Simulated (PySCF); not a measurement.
B₃H₃O₃: NMR shielding calculation

- system: B₃H₃O₃
- method: GIAO PBE0/pcSseg-2 NMR shielding, non-relativistic, gas phase (PySCF 2.14.0)

The geometry comes from this level: PBE0-D3(BJ)/def2-SVP. Figures and captions count atoms from 1; the log counts them from 0 in places.

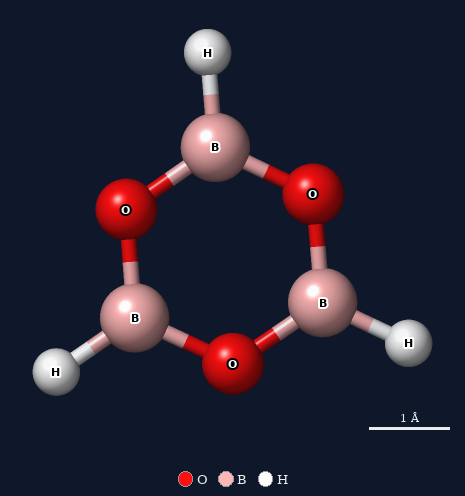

Figure 1. The input geometry (ball-and-stick view, seen on its broad side). Bond lengths as drawn: B–H 1.20 Å and B–O 1.37 Å.

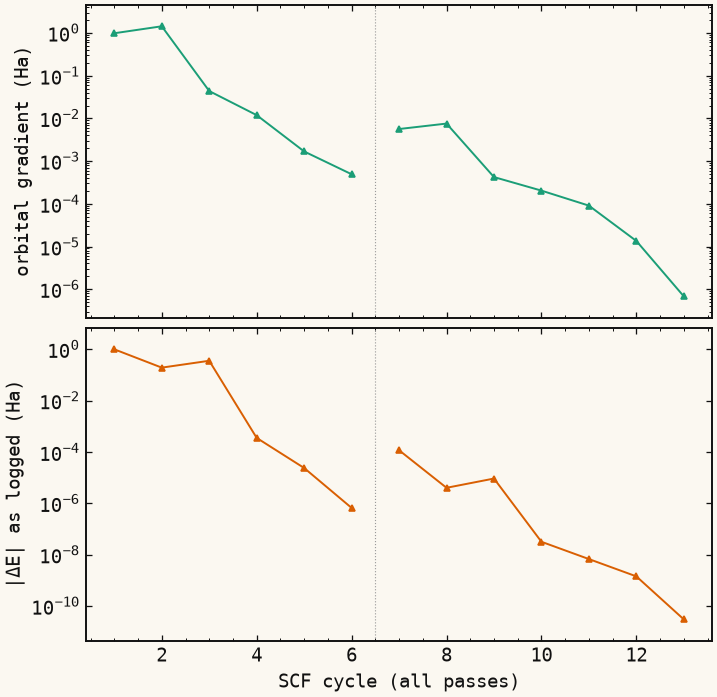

Figure 2. Convergence of the self-consistent field: orbital gradient and size of the energy change against the SCF cycle. The dotted line marks the change from a coarse to the final integration grid. The first 6 cycles use a coarse grid, the final grid takes over at cycle 7, and the field converges after 13 cycles in all.

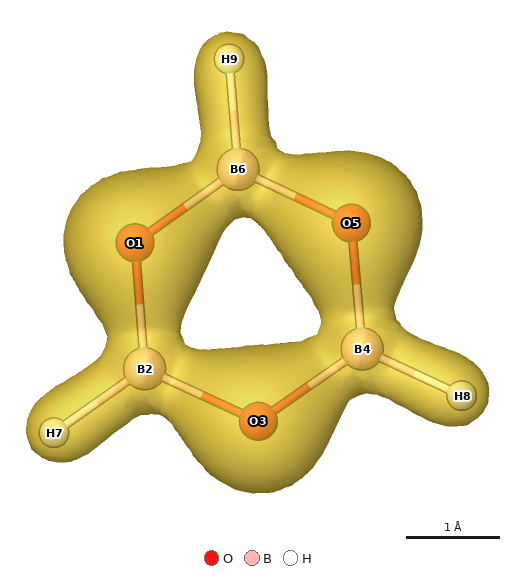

Figure 3. Isosurface of the electron density at 0.8 e/Å³ (yellow), seen face on. At this value the surface is in one piece. On the grid the lowest density along these lines, outside the cores, is 1.5 e/Å³ (B–O, 1.37 Å) and 1.3 e/Å³ (B–H, 1.20 Å).

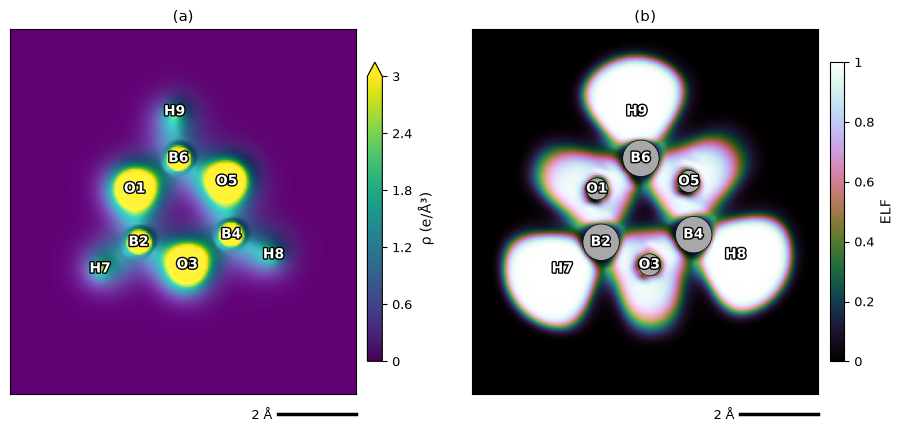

Figure 4. (a) electron density; (b) ELF on the molecular plane. Grey discs, where drawn, cover atomic cores.

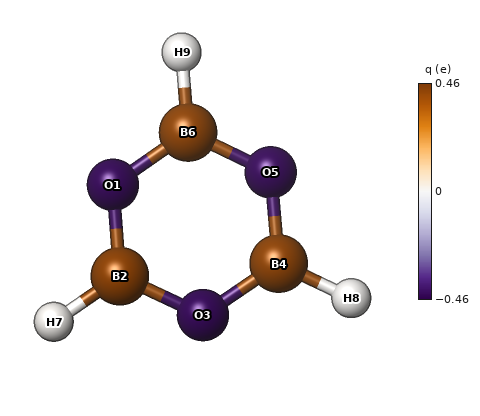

Figure 5. IAO charges, as the colour of each atom (ball-and-stick view, seen on its broad side; atoms are numbered from 1 in the order of the input). By element: O −0.44, B +0.43 and H +0.01 e.

The input that produced these results follows, with the program's output.

The input
```
{"job": {"kind": "nmr", "xc": "PBE0", "basis": "pcSseg-2"}, "charge": 0, "multiplicity": 1}
O      0.235071     0.825920    -1.058071
B     -1.055686     0.585186    -0.663936
O     -1.289804    -0.252916     0.395483
B     -0.248289    -0.851418     1.056241
O      1.036967    -0.603721     0.649648
B      1.285920     0.233935    -0.406425
H     -1.973366     1.103883    -1.240968
H     -0.460645    -1.585548     1.983502
H      2.414750     0.448421    -0.757925
```

The first line tells a small driver script what to run in PySCF; the rest is the geometry in Å.

Run as:
```bash
OMP_NUM_THREADS=1 python <driver script> task.json out
```

The program's output
```
coarse grid: 8376 points
cycle   1  E = -301.9160392001  dE =  9.966e-01  |g| = 9.839e-01  |ddm| = 2.062e+00
cycle   2  E = -301.7231122986  dE =  1.929e-01  |g| = 1.432e+00  |ddm| = 1.048e+00
cycle   3  E = -302.0800489628  dE = -3.569e-01  |g| = 4.361e-02  |ddm| = 6.389e-01
cycle   4  E = -302.0804025558  dE = -3.536e-04  |g| = 1.190e-02  |ddm| = 2.793e-02
cycle   5  E = -302.0804263617  dE = -2.381e-05  |g| = 1.681e-03  |ddm| = 9.005e-03
cycle   6  E = -302.0804270256  dE = -6.639e-07  |g| = 4.915e-04  |ddm| = 1.916e-03
final grid: 83368 points
cycle   7  E = -302.0791606831  dE = -1.171e-04  |g| = 5.631e-03  |ddm| = 4.405e-02
cycle   8  E = -302.0791566525  dE =  4.031e-06  |g| = 7.553e-03  |ddm| = 5.336e-03
cycle   9  E = -302.0791658988  dE = -9.246e-06  |g| = 4.222e-04  |ddm| = 3.126e-03
cycle  10  E = -302.0791659306  dE = -3.186e-08  |g| = 2.034e-04  |ddm| = 4.421e-04
cycle  11  E = -302.0791659374  dE = -6.764e-09  |g| = 9.056e-05  |ddm| = 1.371e-04
cycle  12  E = -302.0791659388  dE = -1.432e-09  |g| = 1.348e-05  |ddm| = 4.650e-05
cycle  13  E = -302.0791659388  dE = -3.024e-11  |g| = 6.801e-07  |ddm| = 6.737e-06
converged SCF energy = -302.0791659388

GIAO shielding tensors (ppm)
atom      isotropic    diamagn.    paramagn.     s11        s22        s33       span
  0 O      108.751     390.563    -281.812    -85.487     83.190    328.549    414.037
  1 B       72.296     197.093    -124.797     56.270     67.278     93.340     37.070
  2 O      108.718     390.540    -281.822    -85.514     83.191    328.477    413.992
  3 B       72.307     197.090    -124.783     56.283     67.288     93.351     37.068
  4 O      108.893     390.548    -281.655    -85.233     83.279    328.633    413.866
  5 B       72.300     197.084    -124.785     56.270     67.279     93.349     37.079
  6 H       26.585      28.915      -2.330     23.399     26.528     29.828      6.429
  7 H       26.587      28.915      -2.328     23.400     26.531     29.832      6.432
  8 H       26.588      28.928      -2.340     23.399     26.532     29.832      6.432
```

Results in brief

```csv
quantity,value
outcome,converged
total energy,−302.079166 hartree
HOMO,−9.64 eV
LUMO,−0.63 eV
dipole moment,0.00 D
"isotropic shielding, O",108.7 to 108.9 ppm
"isotropic shielding, B",72.3 ppm
"isotropic shielding, H",26.6 ppm
hardware,"1 CPU thread, shared host"
wall time,31 s
peak memory,1 GiB
```
